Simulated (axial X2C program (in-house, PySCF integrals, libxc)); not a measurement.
# FeSi⁺: relativistic diatomic calculation

- system: FeSi⁺, single determinant with Ω = 3/2.
- method: PBE0, two-component X2C with atomic mean-field Coulomb and Gaunt terms, Fe dyall-cv3z, Si dyall-v3z (cores contracted) (axial X2C program (in-house, PySCF integrals, libxc))

Output:
```
two-component X2C + atomic mean field  PBE0
basis functions 154  fitting functions 897  grid points 5080
iter        total energy     max residual
   1      -1561.742868573     3.65e-05
   2      -1561.742868589     6.99e-05
   3      -1561.742868630     2.82e-05
   4      -1561.742868669     3.04e-05
   5      -1561.742868721     8.47e-06
   6      -1561.742868730     4.20e-06
   7      -1561.742868733     1.43e-06
   8      -1561.742868733     8.78e-07
converged
one-electron -2321.39356327  Coulomb 750.15175645  exact exchange -18.74218228  xc functional -57.82996023  nuclear repulsion 86.45444559  atomic mean-field constant -0.38336500
```

The points of the curve:

| R (Å) | E (hartree) | dipole (D; origin at the first atom, positive when the second is positive) | highest filled (eV) | lowest empty (eV) |
| --- | --- | --- | --- | --- |
| 1.938 | −1561.720398 | 2.39 | −11.93 | −8.67 |
| 2.027 | −1561.733167 | 2.60 | −11.93 | −8.62 |
| 2.094 | −1561.738916 | 2.78 | −11.92 | −8.57 |
| 2.161 | −1561.741980 | 2.98 | −11.91 | −8.54 |
| 2.228 | −1561.742869 | 3.19 | −11.90 | −8.57 |
| 2.306 | −1561.741760 | 3.45 | −11.87 | −8.61 |
| 2.384 | −1561.738899 | 3.72 | −11.83 | −8.66 |
| 2.484 | −1561.733341 | 4.07 | −11.67 | −8.70 |
| 2.607 | −1561.724837 | 4.54 | −11.50 | −8.74 |
| 2.785 | −1561.710841 | 5.23 | −11.20 | −8.83 |

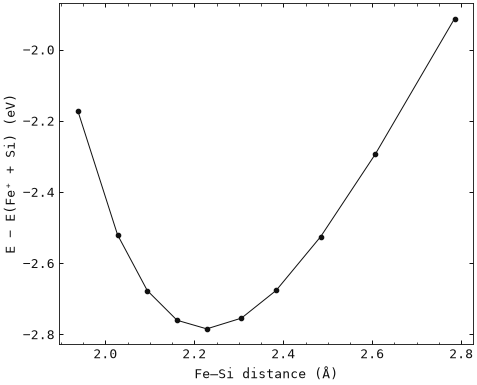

Fig. 1: Energy at 10 bond lengths, for one set of occupations held fixed; the line joins the points. A polynomial of degree 6 through 9 points gives rₑ = 2.227 Å, ωₑ = 390.3 cm⁻¹, ωₑxₑ = 1.0 cm⁻¹ and Bₑ = 0.1823 cm⁻¹. The minimum lies 2.78 eV below Fe⁺ + Si, each computed as one determinant at the same level.

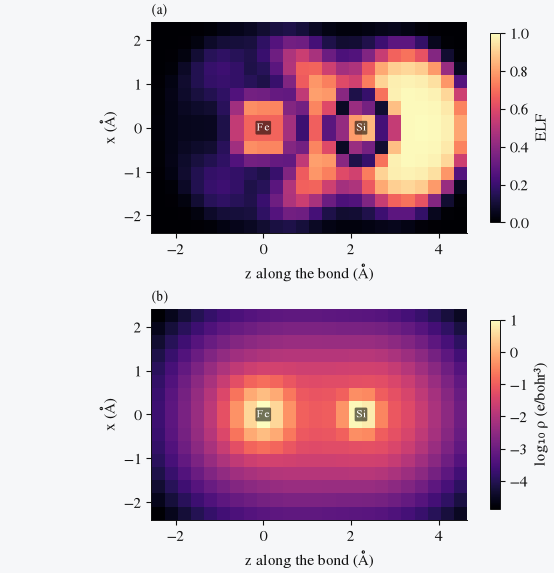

Fig. 2: (a) electron localisation function; (b) electron density on a logarithmic scale, in a plane that holds the axis, at 2.23 Å, on points 0.3 Å apart (one half computed, the other mirrored); the structure near the nuclei is finer than these points.

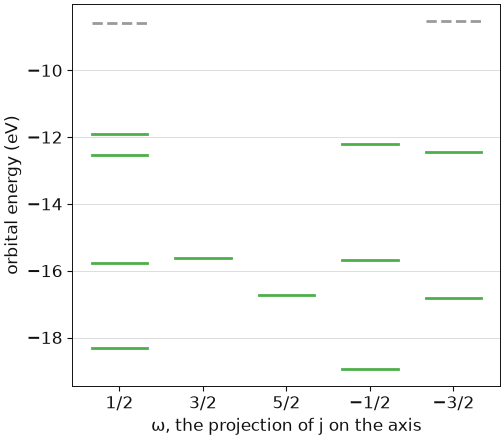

Fig. 3: Orbital energies near the frontier at 2.23 Å, filled (solid) and empty (dashed). The highest filled spinor (1/2; 48 % Si p, 40 % Fe s) lies at −11.90 eV, the lowest empty one (1/2; 61 % Si p, 28 % Fe d) at −8.57 eV.

The input:
```
{"zs": [26, 14], "q": 1, "bas": ["dyall-cv3z", "dyall-v3z"], "levels": ["PBE0", "HF", "r2SCAN0"], "cc": true, "r0": 2.32, "thr": -2.0, "nmax": 90, "npts": 10, "nst": 2, "ntry": 6}
```

The line is the task of a batch: nuclear charges, charge, bases, the levels to run, a first guess of the distance and further settings. This report covers PBE0 with spin-orbit coupling. The log is that of the reference distance 2.228 Å, started from orbitals converged before.

The run was one of a batch that the task file lists, launched with:
```bash
python <driver script> task.json out
```

Key numbers:

- outcome: converged
- bond length rₑ: 2.227 Å
- ωₑ: 390.3 cm⁻¹
- energy at the minimum: −1561.74287 hartree
- depth below the fragments: 2.78 eV
- hardware: 1 thread of Intel Xeon (Granite Rapids), 64 GiB of memory available, shared host
- wall time: 6.4 s
- peak memory: 0.46 GiB
